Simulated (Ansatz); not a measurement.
```xyz
11

B     0.2212    1.0526   -0.2047
H     0.3608   -2.2799    1.8683
N     1.0315   -0.0095   -0.6479
H     0.7404   -0.6350   -1.3855
H     1.9633   -0.1708   -0.2947
F    -0.9879    1.2040   -0.7762
O     0.6051    1.9118    0.7635
Al    0.6966    3.0366    2.0344
H     0.0535    2.6437    3.4258
H     1.4699    4.3879    1.7567
H     0.4489   -1.7750    1.3029
```

These are results of RKS PBE0/def2-SVP (Ansatz), not measurements.

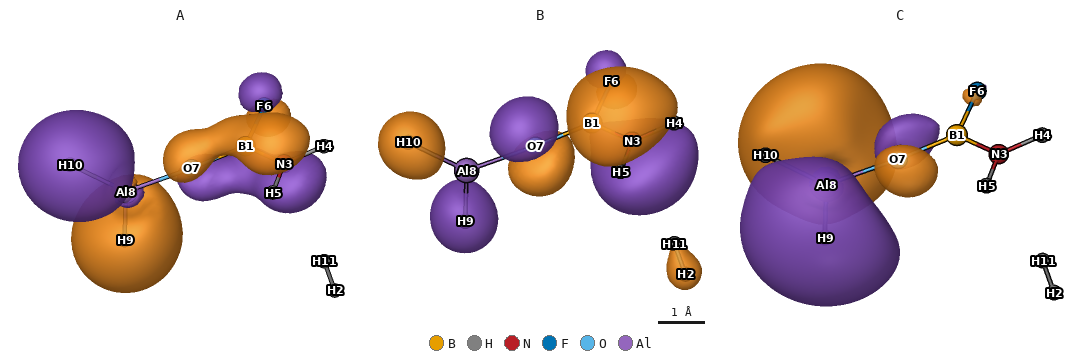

AlBFH4NO···H2. Three frontier orbitals at ±0.08 Å⁻³ᐟ² (orange and purple are the two phases), in no order.

Which picture is the HOMO−1, the HOMO and the LUMO?

Answer. A is the HOMO−1 (−8.50 eV). It lies mainly on Al8 (about 30 %), H9 (about 25 %), H10 (about 25 %) and N3 (about 10 %). B is the HOMO (−7.71 eV). By Hirshfeld shares it lies mainly on N3 (about 55 %), O7 (about 10 %) and B1 (about 10 %). C is the LUMO (−1.06 eV). It lies mainly on Al8 (about 80 %) and O7 (about 5 %).

What is the HOMO–LUMO gap?

Answer. 6.65 eV between the orbital energies.
